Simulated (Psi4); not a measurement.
# B$_{2}$H$_{2}$F$_{2}$: energy and gradient calculation

The run: energy and gradient calculation of B$_{2}$H$_{2}$F$_{2}$, SMILES BB(F)F. Method and program: B3LYP/6-31G**, RKS (Psi4 1.11).

The geometry comes from this level: GFN2-xTB.

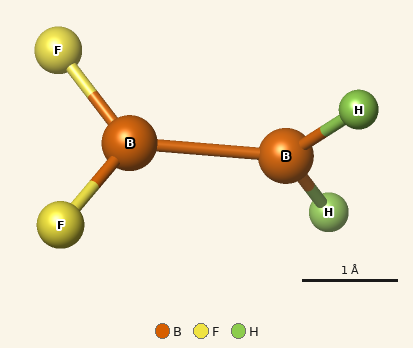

**Figure 1.** The structure (ball-and-stick view, seen at a tilt). Bond lengths as drawn: B–B 1.67 Å, B–F 1.33 Å and B–H 1.17 Å.

## Input (calc.inp)
```
memory 1600 mb

molecule mol {
  0 1
  B
  B 1 1.666457
  F 2 1.326909 1 124.07742
  F 2 1.32568 3 111.37987 1 -179.86993
  H 1 1.167988 2 121.93273 4 -90.71112
  H 1 1.167937 5 116.20467 2 179.58625
  symmetry c1
  no_reorient
  no_com
}

set globals {
  reference rks
  puream true
  e_convergence 1e-09
  d_convergence 1e-08
  scf_type pk
  dft_radial_points 99
  dft_spherical_points 590
}

energy_value, wavefunction = gradient('b3lyp/6-31G**', return_wfn=True)
```

Hardware: 1 thread of Intel Xeon (Granite Rapids), 128 GiB of memory available, shared host.

Launch command:
```bash
psi4 calc.inp calc.out -n 1
```

## What the program printed
```
Psi4 1.11 release

gradient() will perform analytic gradient computation.

   => Loading Basis Set <=

    Name: 6-31G**
    Role: ORBITAL
    Keyword: BASIS

         ---------------------------------------------------------
                                   SCF
                              RKS Reference
                        1 Threads,   1525 MiB Core
         ---------------------------------------------------------

  ==> Geometry <==

    Molecular point group: c1
    Full point group: C1

    Geometry (in Angstrom), charge = 0, multiplicity = 1:

       Center              X                  Y                   Z               Mass
    ------------   -----------------  -----------------  -----------------  -----------------
         B           -0.000870838760     0.002293686022    -1.754418499823    11.009305360000
         B           -0.000870838760     0.002293686022    -0.087961499823    11.009305360000
         F           -0.000870838760    -1.096760113397     0.655522353574    18.998403162730
         F            0.001931549611     1.094259482289     0.663723479941    18.998403162730
         H           -0.992058804676    -0.007464895512    -2.372194474149     1.007825032230
         H            0.991089238821     0.004492373913    -2.370930629652     1.007825032230

  Running in c1 symmetry.

  Rotational constants: A =      0.35428  B =      0.26413  C =      0.15690 [cm^-1]
  Rotational constants: A =  10620.97776  B =   7918.33969  C =   4703.67806 [MHz]
  Nuclear repulsion =   93.948548876447589

  Charge       = 0
  Multiplicity = 1
  Electrons    = 30
  Nalpha       = 15
  Nbeta        = 15

  ==> Algorithm <==

  SCF Algorithm Type is PK.
  DIIS enabled.
  MOM disabled.
  Fractional occupation disabled.
  Guess Type is SAD.
  Energy threshold   = 1.00e-09
  Density threshold  = 1.00e-08
  Integral threshold = 1.00e-12

  ==> Primary Basis <==

  Basis Set: 6-31G**
    Blend: 6-31G**
    Number of shells: 30
    Number of basis functions: 66
    Number of Cartesian functions: 70
    Spherical Harmonics?: true
    Max angular momentum: 2

  ==> DFT Potential <==

   => LibXC <=

    Version 7.1.2

   => Composite Functional: B3LYP <=

    B3LYP Hyb-GGA Exchange-Correlation Functional

    Deriv               =              1
    GGA                 =           TRUE
    Meta                =          FALSE

    Exchange Hybrid     =           TRUE
    MP2 Hybrid          =          FALSE

   => Exchange Functionals <=

    0.0800   Slater exchange
    0.7200         Becke 88

   => Exact (HF) Exchange <=

    0.2000               HF

   => Correlation Functionals <=

    0.1900   Vosko, Wilk & Nusair (VWN5_RPA)
    0.8100   Lee, Yang & Parr

   => LibXC Density Thresholds  <==

    XC_HYB_GGA_XC_B3LYP:  1.00E-15

   => Molecular Quadrature <=

    Radial Scheme          =       TREUTLER
    Pruning Scheme         =           NONE
    Nuclear Scheme         =       TREUTLER

    Blocking Scheme        =         OCTREE
    BS radius alpha        =              1
    Pruning alpha          =              1
    Radial Points          =             99
    Spherical Points       =            590
    Total Points           =         332798
    Total Blocks           =           2477
    Max Points             =            256
    Max Functions          =             65
    Weights Tolerance      =       1.00E-15

  ==> Integral Setup <==

  Using in-core PK algorithm.
   Calculation information:
      Number of atoms:                   6
      Number of AO shells:              30
      Number of primitives:             70
      Number of atomic orbitals:        70
      Number of basis functions:        66

      Integral cutoff                 1.00e-12
      Number of threads:                 1

  Performing in-core PK
  Using 4890732 doubles for integral storage.
  We computed 101473 shell quartets total.
  Whereas there are 108345 unique shell quartets.

  ==> DiskJK: Disk-Based J/K Matrices <==

    J tasked:                  Yes
    K tasked:                  Yes
    wK tasked:                  No
    Memory [MiB]:              615
    Schwarz Cutoff:          1E-12

  Cached 100.0% of DFT collocation blocks in 0.517 [GiB].

  Minimum eigenvalue in the overlap matrix is 7.3960894886E-03.
  Reciprocal condition number of the overlap matrix is 1.7827452979E-03.
    Using symmetric orthogonalization.

  ==> Pre-Iterations <==

  SCF Guess: Superposition of Atomic Densities via on-the-fly atomic UHF (no occupation information).

   -------------------------
    Irrep   Nso     Nmo
   -------------------------
     A         66      66
   -------------------------
    Total      66      66
   -------------------------

  ==> Iterations <==

                        Total Energy        Delta E     RMS |[F,P]|

   @RKS iter SAD:  -249.96982377365413   -2.49970e+02   0.00000e+00
   @RKS iter   1:  -250.58809384367106   -6.18270e-01   6.59935e-03 DIIS/ADIIS
   @RKS iter   2:  -250.57578022676395    1.23136e-02   8.02344e-03 DIIS/ADIIS
   @RKS iter   3:  -250.66070543373678   -8.49252e-02   1.10658e-03 DIIS/ADIIS
   @RKS iter   4:  -250.66331547976372   -2.61005e-03   8.80894e-05 DIIS
   @RKS iter   5:  -250.66333414696226   -1.86672e-05   1.21898e-05 DIIS
   @RKS iter   6:  -250.66333439744989   -2.50488e-07   4.70934e-06 DIIS
   @RKS iter   7:  -250.66333442464119   -2.71913e-08   2.33147e-06 DIIS
   @RKS iter   8:  -250.66333443211579   -7.47460e-09   2.40962e-07 DIIS
   @RKS iter   9:  -250.66333443225290   -1.37106e-10   3.34402e-08 DIIS
   @RKS iter  10:  -250.66333443225588   -2.98428e-12   2.93732e-09 DIIS
  Energy and wave function converged.

  ==> Post-Iterations <==

   Electrons on quadrature grid:
      Ntotal   =   30.0000001202 ; deviation = 1.202e-07

    Orbital Energies [Eh]
    ---------------------

    Doubly Occupied:

       1A    -24.699827     2A    -24.699463     3A     -6.833308
       4A     -6.764968     5A     -1.227592     6A     -1.191820
       7A     -0.576732     8A     -0.536829     9A     -0.515440
      10A     -0.478401    11A     -0.463016    12A     -0.419960
      13A     -0.401452    14A     -0.368140    15A     -0.330335

    Virtual:

      16A     -0.085945    17A      0.003932    18A      0.158855
      19A      0.194383    20A      0.239676    21A      0.246112
      22A      0.247583    23A      0.388844    24A      0.432566
      25A      0.433770    26A      0.441076    27A      0.474163
      28A      0.546845    29A      0.562522    30A      0.768582
      31A      0.885349    32A      0.917053    33A      1.102091
      34A      1.124371    35A      1.147318    36A      1.183363
      37A      1.272371    38A      1.309653    39A      1.318820
      40A      1.327095    41A      1.382822    42A      1.388294
      43A      1.417599    44A      1.531871    45A      1.636941
      46A      1.735613    47A      1.738968    48A      1.795413
      49A      1.844778    50A      1.873661    51A      1.904814
      52A      1.965503    53A      2.000606    54A      2.017943
      55A      2.211231    56A      2.240811    57A      2.323712
      58A      2.414089    59A      2.428279    60A      2.455878
      61A      2.612530    62A      2.856801    63A      3.054528
      64A      3.084885    65A      3.251586    66A      3.264587

    Final Occupation by Irrep:
              A
    DOCC [    15 ]
    NA   [    15 ]
    NB   [    15 ]

  @RKS Final Energy:  -250.66333443225588

   => Energetics <=

    Nuclear Repulsion Energy =             93.9485488764475889
    One-Electron Energy =                -532.8497232695260664
    Two-Electron Energy =                 212.4105701125361634
    DFT Exchange-Correlation Energy =     -24.1727301517135871
    Empirical Dispersion Energy =           0.0000000000000000
    VV10 Nonlocal Energy =                  0.0000000000000000
    Total Energy =                       -250.6633344322558798

Computation Completed

Properties will be evaluated at   0.000000,   0.000000,   0.000000 [a0]

Properties computed using the SCF density matrix

 Multipole Moments:

 ------------------------------------------------------------------------------------
     Multipole            Electronic (a.u.)      Nuclear  (a.u.)        Total (a.u.)
 ------------------------------------------------------------------------------------

 L = 1.  Multiply by 2.5417464519 to convert [e a0] to [Debye]
 Dipole X            :         -0.0008852           -0.0002486           -0.0011338
 Dipole Y            :          0.0101334           -0.0048024            0.0053310
 Dipole Z            :          3.4377363           -3.9340557           -0.4963194
 Magnitude           :                                                    0.4963493

 ------------------------------------------------------------------------------------

	total time  =          5 seconds =       0.08 minutes

         ------------------------------------------------------------
                                   SCF GRAD
         ------------------------------------------------------------

  ==> Geometry <==

    Molecular point group: c1
    Full point group: C1

    Geometry (in Angstrom), charge = 0, multiplicity = 1:

       Center              X                  Y                   Z               Mass
    ------------   -----------------  -----------------  -----------------  -----------------
         B           -0.000870838760     0.002293686022    -1.754418499823    11.009305360000
         B           -0.000870838760     0.002293686022    -0.087961499823    11.009305360000
         F           -0.000870838760    -1.096760113397     0.655522353574    18.998403162730
         F            0.001931549611     1.094259482289     0.663723479941    18.998403162730
         H           -0.992058804676    -0.007464895512    -2.372194474149     1.007825032230
         H            0.991089238821     0.004492373913    -2.370930629652     1.007825032230

  Nuclear repulsion =   93.948548876447589

  ==> Basis Set <==

  Basis Set: 6-31G**
    Blend: 6-31G**
    Number of shells: 30
    Number of basis functions: 66
    Number of Cartesian functions: 70
    Spherical Harmonics?: true
    Max angular momentum: 2

  ==> DirectJKGrad: Integral-Direct SCF Gradients <==

    Gradient:                    1
    J tasked:                  Yes
    K tasked:                  Yes
    wK tasked:                  No
    Integrals threads:           1
    Schwarz Cutoff:          1E-12

  ==> DFT Potential <==

   => LibXC <=

    Version 7.1.2

   => Composite Functional: B3LYP <=

    B3LYP Hyb-GGA Exchange-Correlation Functional

    Deriv               =              1
    GGA                 =           TRUE
    Meta                =          FALSE

    Exchange Hybrid     =           TRUE
    MP2 Hybrid          =          FALSE

   => Exchange Functionals <=

    0.0800   Slater exchange
    0.7200         Becke 88

   => Exact (HF) Exchange <=

    0.2000               HF

   => Correlation Functionals <=

    0.1900   Vosko, Wilk & Nusair (VWN5_RPA)
    0.8100   Lee, Yang & Parr

   => LibXC Density Thresholds  <==

    XC_HYB_GGA_XC_B3LYP:  1.00E-15

   => Molecular Quadrature <=

    Radial Scheme          =       TREUTLER
    Pruning Scheme         =           NONE
    Nuclear Scheme         =       TREUTLER

    Blocking Scheme        =         OCTREE
    BS radius alpha        =              1
    Pruning alpha          =              1
    Radial Points          =             99
    Spherical Points       =            590
    Total Points           =         332798
    Total Blocks           =           2477
    Max Points             =            256
    Max Functions          =             65
    Weights Tolerance      =       1.00E-15

  -Total Gradient:
     Atom            X                  Y                   Z
    ------   -----------------  -----------------  -----------------
       1        0.000083264320     0.000183927828    -0.004904393844
       2       -0.000167507905     0.000682290863    -0.017552235663
       3        0.000054092967     0.012544044813     0.004876086729
       4        0.000068647965    -0.013227194358     0.004452150110
       5        0.011664476207    -0.000039944042     0.006541098700
       6       -0.011702909329    -0.000127690394     0.006549614518

	total time  =          1 seconds =       0.02 minutes

    Psi4 run time: 0:00:06.76
```

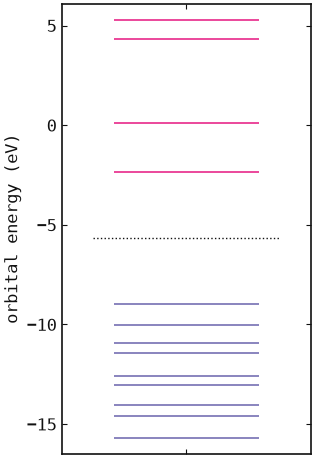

**Figure 2.** Orbital energies near the frontier; the dotted line parts filled from empty levels, and levels within 0.02 eV of each other stand side by side. Highest filled −8.99 eV, lowest empty −2.34 eV, 6.65 eV apart.

## Summary

| quantity | value |
| --- | --- |
| outcome | converged |
| total energy | −250.663334 hartree |
| basis functions | 66 |
| largest force | 0.903 eV/Å |
| HOMO | −8.99 eV |
| LUMO | −2.34 eV |
| dipole moment | 1.26 D |
| wall time | 7.8 s |
| peak memory | 0.79 GiB |
